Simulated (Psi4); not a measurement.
# PH (SMILES [PH]): UBOP/pcSseg-2

Aim: the vertical electron affinity of PH at UBOP/pcSseg-2, from 2 runs. 

Program for the calculation: Psi4 1.11.

6 further runs of the same task are left out: 1 that didn't finish, 5 set aside as unsound or not needed.

## 1. The structure to begin with

The species is PH (2 atoms), meant as a triplet with charge 0. As SMILES, `[PH]`. The shape is that of a GFN2-xTB optimisation.

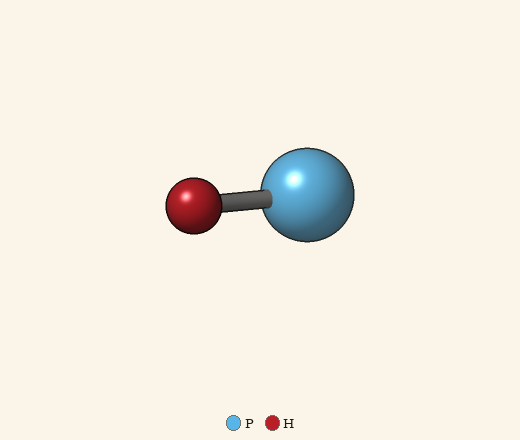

The structure, seen from a chosen angle (phosphorus blue, hydrogen red).

## 2. The energy at UBOP/pcSseg-2

Input file hp.dat:

```
memory 1600 MB

molecule mol {
  0 3
  P      0.00000000     0.00000000     0.00000000
  H      0.00000000     0.00000000     2.64385913
  units au
  symmetry c1
  no_reorient
  no_com
}

set basis pcSseg-2
set reference uks
set scf_type pk

energy("bop")
print_variables()
```

The run is started by

```sh
$ psi4 hp.dat hp.out -n 1
```

hp.out:

```text
[...]
  Running in c1 symmetry.
[...]
  Nuclear repulsion =    5.673524670733875
[...]
  Multiplicity = 3
[...]
  Nalpha       = 9
  Nbeta        = 7
[...]
    Number of basis functions: 57
[...]
   @UKS iter   1:  -341.82445464112004   -2.68828e-01   7.47273e-03 DIIS/ADIIS
[...]
   @UKS iter   7:  -341.87021760217999   -1.48680e-08   3.75629e-07 DIIS
[...]
   @S^2 Observed:                2.003966363E+00
[...]
    Orbital Energies [Eh]
    ---------------------
    Alpha Occupied:
       1A    -76.365639     2A     -6.324037     3A     -4.549855
       4A     -4.549855     5A     -4.542644     6A     -0.557927
       7A     -0.307474     8A     -0.213756     9A     -0.213756
    Alpha Virtual:
      10A      0.003611    11A      0.089861    12A      0.149571
      13A      0.149571    14A      0.165041    15A      0.366370
      16A      0.366370    17A      0.406714    18A      0.412147
      19A      0.412147    20A      0.608740    21A      0.869425
      22A      0.869425    23A      1.050877    24A      1.055274
      25A      1.055274    26A      1.219633    27A      1.478079
[...]
  @UKS Final Energy:  -341.87021760217999
   => Energetics <=
    Nuclear Repulsion Energy =              5.6735246707338751
    One-Electron Energy =                -483.6027777913423051
    Two-Electron Energy =                 159.5981422723284879
    DFT Exchange-Correlation Energy =     -23.5391067539000289
    Empirical Dispersion Energy =           0.0000000000000000
    VV10 Nonlocal Energy =                  0.0000000000000000
    Total Energy =                       -341.8702176021799914
[...]
 Multipole Moments:
 ------------------------------------------------------------------------------------
     Multipole            Electronic (a.u.)      Nuclear  (a.u.)        Total (a.u.)
 ------------------------------------------------------------------------------------
 L = 1.  Multiply by 2.5417464519 to convert [e a0] to [Debye]
 Dipole X            :         -0.0000000            0.0000000           -0.0000000
 Dipole Y            :          0.0000000            0.0000000            0.0000000
 Dipole Z            :         -2.4111641            2.6438591            0.2326950
 Magnitude           :                                                    0.2326950
[...]
```

It took 2.5 s on 1 thread of Intel Xeon Platinum 8488C (Sapphire Rapids), shared host; peak memory 0.29 GiB.

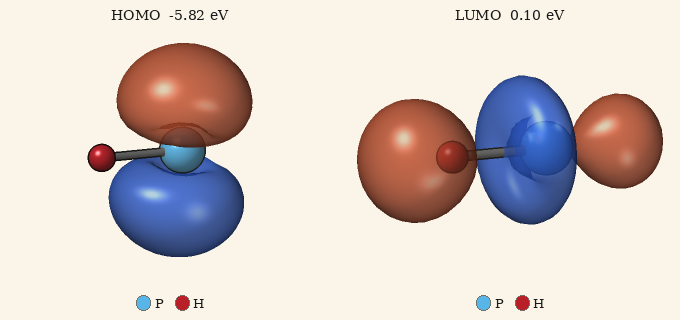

Frontier orbitals of this run (spin up), surfaces at ±0.2 Å^-3/2.

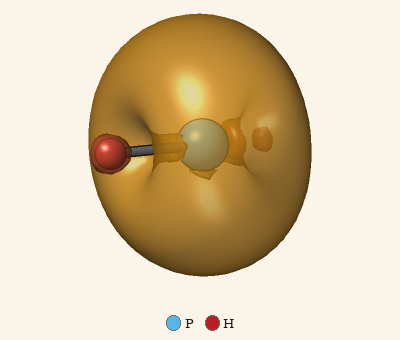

Spin density, surfaces at ±0.03 e/Å³.

## 3. The doublet anion, same level

Input file job.inp:

```
memory 1.6 GB

molecule system {
  -1 2
  P      0.00000000     0.00000000     0.00000000
  H      0.00000000     0.00000000     2.64385913
  units bohr
  symmetry c1
  no_reorient
  no_com
}

set globals {
  basis     pcSseg-2
  reference uks
  scf_type  pk
}

E, wfn = energy('bop', return_wfn=True)
```

The run is started by

```sh
$ psi4 job.inp job.out -n 1
```

job.out:

```text
[...]
  Running in c1 symmetry.
[...]
  Nuclear repulsion =    5.673524670733875
[...]
  Multiplicity = 2
[...]
  Nalpha       = 9
  Nbeta        = 8
[...]
    Number of basis functions: 57
[...]
   @UKS iter   1:  -341.71203107776006   -1.56404e-01   1.08206e-02 ADIIS/DIIS
[...]
   @UKS iter   8:  -341.89672889108499   -9.41429e-09   3.50379e-07 DIIS
[...]
   @S^2 Observed:                7.522809871E-01
[...]
    Orbital Energies [Eh]
    ---------------------
    Alpha Occupied:
       1A    -76.061835     2A     -6.021142     3A     -4.249958
       4A     -4.243271     5A     -4.237553     6A     -0.267384
       7A     -0.037716     8A      0.053084     9A      0.083974
    Alpha Virtual:
      10A      0.211660    11A      0.301660    12A      0.352860
      13A      0.370144    14A      0.391328    15A      0.641852
      16A      0.647564    17A      0.665607    18A      0.724827
      19A      0.725038    20A      0.876554    21A      1.121976
      22A      1.137693    23A      1.308800    24A      1.318448
      25A      1.347564    26A      1.475375    27A      1.728764
[...]
  @UKS Final Energy:  -341.89672889108499
   => Energetics <=
    Nuclear Repulsion Energy =              5.6735246707338751
    One-Electron Energy =                -488.2719084650539116
    Two-Electron Energy =                 164.4304704625208444
    DFT Exchange-Correlation Energy =     -23.7288155592857670
    Empirical Dispersion Energy =           0.0000000000000000
    VV10 Nonlocal Energy =                  0.0000000000000000
    Total Energy =                       -341.8967288910849902
[...]
 Multipole Moments:
 ------------------------------------------------------------------------------------
     Multipole            Electronic (a.u.)      Nuclear  (a.u.)        Total (a.u.)
 ------------------------------------------------------------------------------------
 L = 1.  Multiply by 2.5417464519 to convert [e a0] to [Debye]
 Dipole X            :         -0.0000000            0.0000000           -0.0000000
 Dipole Y            :          0.0000000            0.0000000            0.0000000
 Dipole Z            :         -2.5635450            2.6438591            0.0803141
 Magnitude           :                                                    0.0803141
[...]
```

It took 2.5 s on 1 thread of Intel Xeon Platinum 8488C (Sapphire Rapids), shared host; peak memory 0.29 GiB.

## 4. Results

Level: UBOP/pcSseg-2.

```
                                         quantity          value
                         triplet PH: total energy  -341.87022 Eh
                        triplet PH: dipole moment         0.59 D
   triplet PH: HOMO energy (highest over α and β)       -5.82 eV
    triplet PH: LUMO energy (lowest over α and β)       -4.03 eV
                                 triplet PH: ⟨S²⟩          2.004
                      doublet anion: total energy  -341.89673 Eh
doublet anion: HOMO energy (highest over α and β)        2.53 eV
 doublet anion: LUMO energy (lowest over α and β)        2.72 eV
                              doublet anion: ⟨S²⟩          0.752
vertical electron affinity (to the doublet anion)       0.721 eV
```

What this shows: At fixed nuclei the extra electron is bound by 0.72 eV (16.6 kcal/mol). The basis has no diffuse functions, so the error can be as large as this value. The HOMO (doublet anion) lies at positive energy, 2.53 eV, as semi-local functionals often give for anions; only total energies tell whether the electron is bound.
